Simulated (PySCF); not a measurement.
C$_{3}$H$_{3}$FO

```tsv
atom	x (Å)	y (Å)	z (Å)
C	-1.1946	-0.1352	0.3563
C	-0.0212	0.4329	0.1053
F	0.1813	1.7440	0.3462
C	1.1606	-0.2566	-0.4426
O	1.1947	-1.4234	-0.7260
H	-2.0243	0.4198	0.7568
H	-1.3191	-1.1831	0.1517
H	2.0316	0.4110	-0.5723
```

Geometry: GFN2-xTB.

Computed with PySCF, PBE0/pcSseg-1, SCF density, gas phase, non-relativistic.

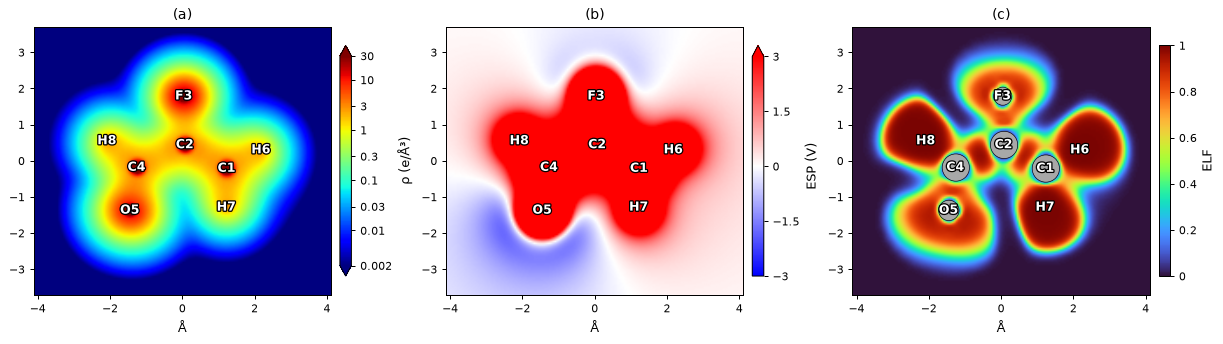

Figure 1. (a) electron density; (b) molecular electrostatic potential; (c) electron localisation function on the molecular plane. Grey discs cover the atomic cores in the ELF map.

Question: Interpret the plot.

Answer:
- Atoms in the plane: C, F, O and H.
- C–O (1.20 Å): ρ is about 3.3 e/Å³ halfway; the ELF peaks at about 0.85 between the atoms; a multiple bond.
- C–C (1.33 Å): ρ at the midpoint is about 2.3 e/Å³; the ELF peaks at about 0.95 between the atoms; a multiple bond.
- C–F (1.35 Å): ρ at the midpoint is about 2.2 e/Å³, with its minimum of 1.8 e/Å³ about 0.5 Å from C; the ELF peaks at about 0.85 between the atoms (a shared but strongly polarised pair).
- C–H (1.07 Å): ρ is about 2.1 e/Å³ halfway; the ELF climbs to about 1 towards the hydrogen, as it does in any bond to H: an ordinary covalent bond to hydrogen.
- C–C (1.47 Å): ρ at the midpoint is about 1.9 e/Å³; the ELF peaks at about 0.95 between the atoms; localised, covalent bonding.
- The ELF also peaks beside O5 and F3, away from the bonds: lone-pair regions.
- Outside the dense part of the molecule the potential is most negative (−1.7 V) near O5.

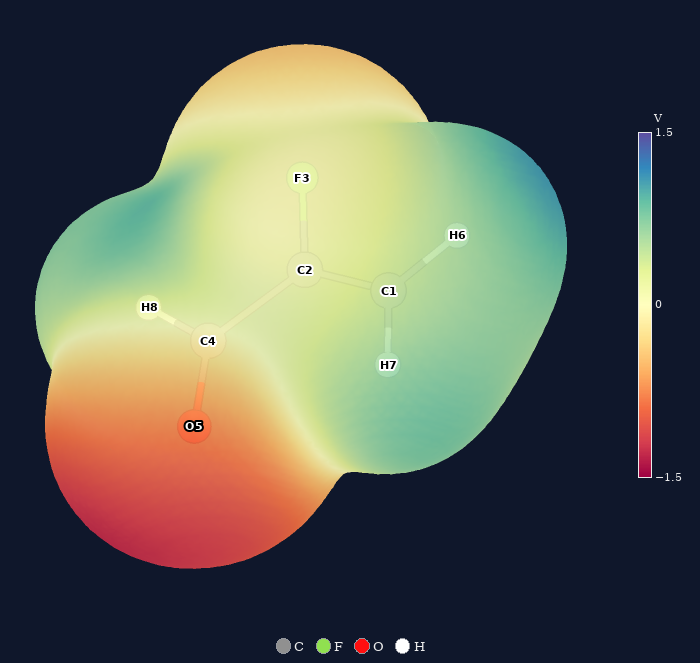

Figure 2. The molecular electrostatic potential painted on the density surface at 0.001 e/bohr³, seen at a tilt; red is negative and blue positive.

Question: Which sites attract a positive test charge, and which a negative one?

Answer: A positive charge is drawn to the negative regions and a negative charge to the positive ones. The most negative region (about −1.3 V) lies over O5, the most positive (about +1.1 V) over H6. O5 is the likeliest acceptor of a hydrogen bond.

Question: How polar is the molecule by this calculation?

Answer: Its dipole moment is 1.47 D.
